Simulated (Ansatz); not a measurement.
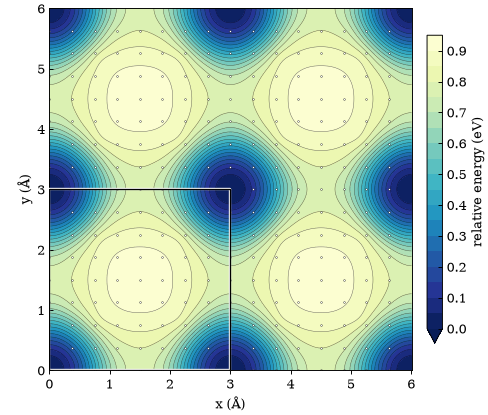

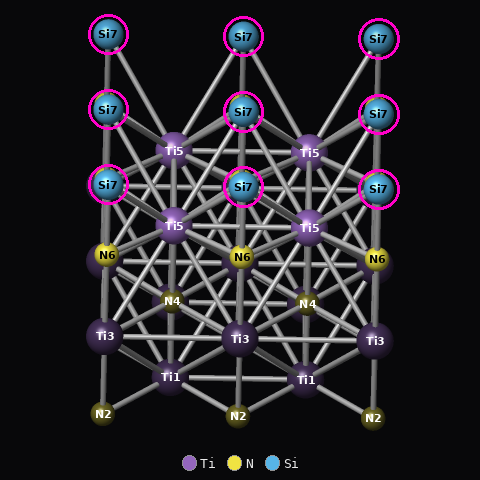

Energy landscape of Si on a TiN(100) slab cut from the Fm-3m phase, its upper half relaxed before the scan (6 atoms of substrate and one adsorbate in a 1 × 1 cell). Si is moved over the surface cell; relaxed at each place: the height of the adsorbate's atoms; substrate rigid; the origin of the map has the adsorbate above N6. Places are given modulo a cell vector. The map is drawn in real space over the plane of the surface. The grid has 8 × 8 points; 15 points were computed and 49 follow by symmetry. All energies are given in eV relative to the lowest grid point. With one adsorbate in each 1 × 1 cell, its nearest image is 3.0 Å away, so neighbouring adsorbates interact. Method: DFT PBE, scalar-relativistic, plane waves, PAW (Ansatz). Settings: cutoff 420 eV, k-mesh 9×9×1, gaussian smearing 0.1 eV, no spin polarisation.

In the figure: filled contours, dots at the grid points, the outline of one cell of the 2 × 2 shown. Between grid points the surface is interpolated. The second picture is the structure at the lowest point; rings mark the moved atoms.

What does the map say about the system?

The lowest grid point is at the top site over a surface N atom, (0/8, 0/8) of the cell vectors. It is the only kind of minimum in the scanned range. The highest grid point, the top site over a surface Ti atom, (4/8, 4/8) of the cell vectors, lies 0.93 eV above the lowest. On the interpolated surface the easiest way out of the lowest well to its copy in the next cell or period passes a barrier of about 0.77 eV. At the lowest point the adsorbate has 1 N at 1.87 Å as nearest neighbours, at the highest 1 Ti at 2.89 Å. Its relaxed height above the top atom is 1.87 Å at the lowest and 2.69 Å at the highest point.

The whole map (15 points run) took 16 min on 2 threads of Arm Neoverse N1, with other jobs on the host.

PAW datasets: the set soft_1.
